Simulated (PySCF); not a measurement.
# BiF3: other functionals and bases at one geometry

Aim: see how levels, charges and forces of BiF3 depend on the level of theory. It is a constructed species; whether it can be made isn't addressed.

Method: several levels, as the steps say, no spin–orbit coupling; program: PySCF 2.14.0.

4 further runs of the same task are left out: 2 for a known fault of the program, 1 that didn't finish, 1 set aside as unsound or not needed.

## (1) The system as given

4 atoms, charge 0, spin multiplicity 1.

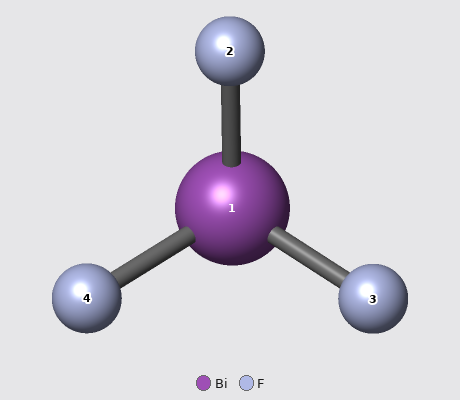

The structure; bismuth purple, fluorine light blue; atoms are numbered from 1 in the order of the file.

Geometry (Å):

| atom | x (Å) | y (Å) | z (Å) |
| --- | --- | --- | --- |
| Bi1 | 0.0000 | 0.0000 | 0.6008 |
| F2 | 1.7414 | 0.0000 | -0.4275 |
| F3 | -0.8707 | 1.5081 | -0.4275 |
| F4 | -0.8707 | -1.5081 | -0.4275 |

Formal oxidation states: Bi +3. An earlier session relaxed this geometry at r2SCAN, Bi def2-SVP with ECP60, F def2-SVP (singlet, point group C3v).

At r2SCAN on the finer grid: E = -513.962071 Eh, HOMO -8.54 eV, LUMO -2.07 eV, Mulliken charge on Bi1 +1.34 e, largest force component 0.178 eV/Å. 

Levels to run: PBE0; revPBE; BP86; BLYP; r2SCAN, TZVP; r2SCAN, x2c-SVP. Hardware: 2 threads of Arm Neoverse V1, shared host.

## (2) PBE0

Contents of run.py (the lines that set the calculation):

```python
mol = gto.M(atom='''
Bi     0.00000     0.00000     0.60077
F      1.74140     0.00000    -0.42753
F     -0.87070     1.50810    -0.42753
F     -0.87070    -1.50810    -0.42753''',
    basis={'Bi': 'def2-SVP', 'F': 'def2-SVP'},
    ecp={'Bi': 'def2-SVP'},
    charge=0, spin=0)
mf = dft.RKS(mol, xc='PBE0')
mf.grids.atom_grid = (75, 302)
mf = mf.density_fit()  # fitting sets: Bi def2-universal-JKFIT, F def2-universal-JKFIT
mf.conv_tol = 1e-08; mf.max_cycle = 55
mf.kernel(dm0)  # dm0: the density of the relaxed state
```

Run with:

```sh
OMP_NUM_THREADS=2 python run.py
```

## (3) revPBE

Edit run.py (the lines that set the calculation) of step 2 so:

```diff
@@ -8,3 +8,3 @@
     charge=0, spin=0)
-mf = dft.RKS(mol, xc='PBE0')
+mf = dft.RKS(mol, xc='PBE_R,PBE')
 mf.grids.atom_grid = (75, 302)
```

## (4) BP86

Edit run.py (the lines that set the calculation) of step 3 so:

```diff
@@ -8,3 +8,3 @@
     charge=0, spin=0)
-mf = dft.RKS(mol, xc='PBE_R,PBE')
+mf = dft.RKS(mol, xc='B88,P86')
 mf.grids.atom_grid = (75, 302)
```

## (5) BLYP

Edit run.py (the lines that set the calculation) of step 4 so:

```diff
@@ -8,3 +8,3 @@
     charge=0, spin=0)
-mf = dft.RKS(mol, xc='B88,P86')
+mf = dft.RKS(mol, xc='BLYP')
 mf.grids.atom_grid = (75, 302)
```

## (6) r2SCAN, TZVP

Basis: Bi def2-TZVP with ECP60, F def2-TZVP. 

Contents of run.py (the lines that set the calculation):

```python
mol = gto.M(atom='''
Bi     0.00000     0.00000     0.60077
F      1.74140     0.00000    -0.42753
F     -0.87070     1.50810    -0.42753
F     -0.87070    -1.50810    -0.42753''',
    basis={'Bi': 'def2-TZVP', 'F': 'def2-TZVP'},
    ecp={'Bi': 'def2-TZVP'},
    charge=0, spin=0)
mf = dft.RKS(mol, xc='R2SCAN')
mf.grids.atom_grid = (75, 302)
mf = mf.density_fit()  # fitting sets: Bi def2-universal-JKFIT, F def2-universal-JKFIT
mf.conv_tol = 1e-08; mf.max_cycle = 55
mf.kernel(dm0)  # dm0: free metal ions and neutral atoms
```

## (7) r2SCAN, x2c-SVP

Basis: Bi x2c-SVPall, F x2c-SVPall. All electrons are treated, with the spin-free X2C Hamiltonian.

Contents of run.py (the lines that set the calculation):

```python
mol = gto.M(atom='''
Bi     0.00000     0.00000     0.60077
F      1.74140     0.00000    -0.42753
F     -0.87070     1.50810    -0.42753
F     -0.87070    -1.50810    -0.42753''',
    basis={'Bi': 'x2c-SVPall', 'F': 'x2c-SVPall'},
    nucmod='G',
    charge=0, spin=0)
mf = dft.RKS(mol, xc='R2SCAN')
mf.grids.atom_grid = (99, 590)
mf = mf.density_fit()  # fitting sets: Bi AutoAux, F AutoAux
mf = mf.sfx2c1e()
mf.conv_tol = 1e-08; mf.max_cycle = 55
mf.kernel(dm0)  # dm0: free metal ions and neutral atoms
```

**Question.** What will these runs give? Wanted: for each run, HOMO; gap; charge on Bi1; dipole; largest force.

As calculated:

| level | state | HOMO (eV) | gap (eV) | charge on Bi1 (e) | dipole (D) | largest force (eV/Å) | basis functions | time |
| --- | --- | --- | --- | --- | --- | --- | --- | --- |
| r2SCAN (relaxed here) | singlet | -8.54 | 6.47 | 1.34 | 4.89 | 0.18 | 68 | 6.3 s |
| PBE0 | singlet | -9.72 | 8.14 | 1.38 | 5.08 | 0.12 | 68 | 1.4 s |
| revPBE | singlet | -7.96 | 5.85 | 1.22 | 4.59 | 1.04 | 68 | 1.6 s |
| BP86 | singlet | -8.18 | 5.86 | 1.20 | 4.58 | 0.74 | 68 | 1.6 s |
| BLYP | singlet | -7.89 | 5.75 | 1.20 | 4.55 | 1.06 | 68 | 1.7 s |
| r2SCAN, TZVP | singlet | -8.97 | 6.65 | 1.42 | 5.02 | 0.78 | 143 | 8.2 s |
| r2SCAN, x2c-SVP | singlet | -8.56 | 6.51 | 1.39 | 4.86 | 0.64 | 104 | 15 s |

Times are on 2 threads of Arm Neoverse V1, shared host; the first row also made further properties.

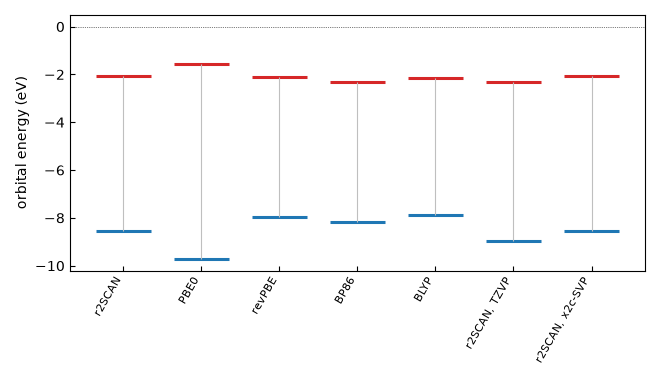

Highest filled and lowest empty level, method by method.

In one basis the HOMO–LUMO gap runs from 5.75 eV (BLYP) to 8.14 eV (PBE0). The largest leftover force, 1.06 eV/Å with BLYP, stands at a geometry relaxed at another level. The Mulliken charge on Bi spans +1.20 to +1.42 e over the levels. Total energies of different levels can't be compared. Spin–orbit coupling is left out throughout.
